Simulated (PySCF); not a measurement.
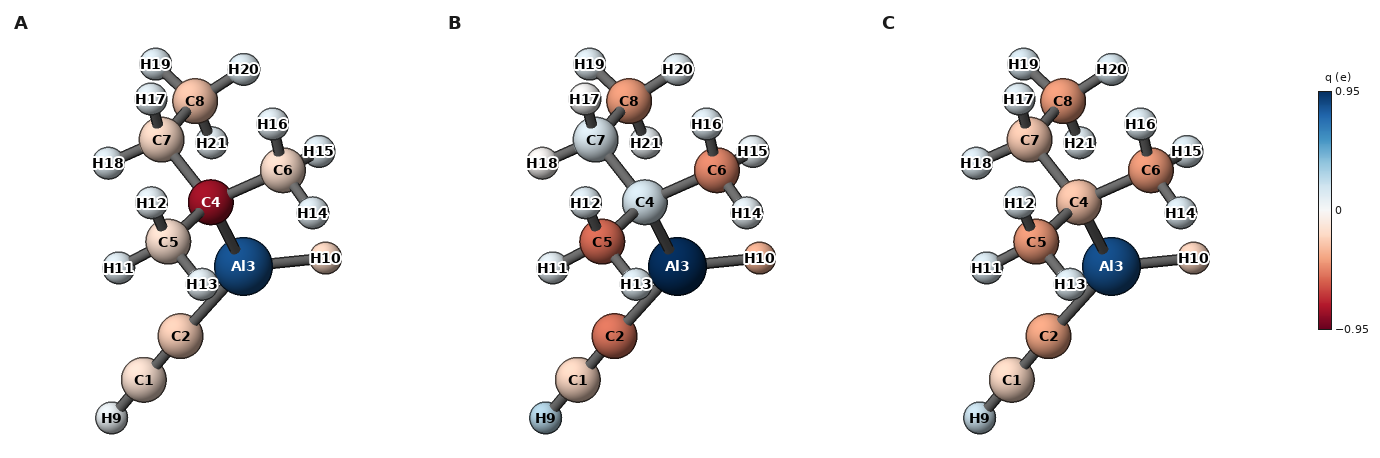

Atomic charges of one calculation by 3 schemes, on one colour scale. The computed structure is the end point of a GFN2-xTB optimisation. No frequency run is at hand to confirm it as a minimum. Computed with PBE0/pcSseg-1 (PySCF 2.14.0).

**The schemes are ESP-fitted, IAO, Mulliken. Which panel shows which?**

A Mulliken, B ESP-fitted, C IAO.

List the charges (e), one line for each set of equivalent atoms.

```csv
atom,Mulliken,ESP-fitted,IAO
C1,−0.15,−0.20,−0.19
C2,−0.23,−0.50,−0.36
Al3,0.82,0.95,0.83
C4,−0.79,0.15,−0.26
C5,−0.15,−0.53,−0.41
C6,−0.17,−0.45,−0.41
C7,−0.18,0.13,−0.24
C8,−0.27,−0.40,−0.40
H9,0.07,0.27,0.20
H10,−0.20,−0.32,−0.21
H11,0.12,0.09,0.13
H12,0.10,0.12,0.13
H13,0.10,0.13,0.13
H14,0.11,0.09,0.13
H15,0.12,0.07,0.13
H16,0.10,0.12,0.13
H17,0.11,0.00,0.12
H18,0.12,−0.02,0.13
H19,0.13,0.12,0.15
H20,0.13,0.11,0.14
H21,0.10,0.07,0.11
```

The geometry is semi-empirical. Around Al such bond lengths and angles can be off by a tenth of an ångström or more and by several degrees, and values that hang on the shape move with them.
